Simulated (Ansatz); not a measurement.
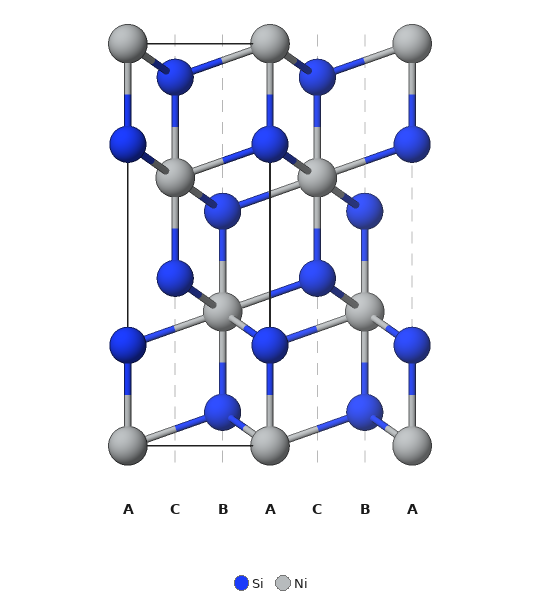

Projection along an edge of the hexagonal mesh, stacking direction [111] upwards. The dashed lines mark the three columns A (0, 0), B (1/3, 2/3) and C (2/3, 1/3). The box is the hexagonal cell of the face-centred cubic lattice. The sequence starts with the first layer at or above the cell's origin.

The compound is Si₂Ni (space group Fm-3m, No. 225), taken as the input geometry of an electronic-structure calculation (not necessarily at equilibrium).

**List the layers of one repeat.**

Ni(A) – Si(B) – Si(A) – Ni(B) – Si(C) – Si(B) – Ni(C) – Si(A) – Si(C) (nine layers in 9.36 Å).
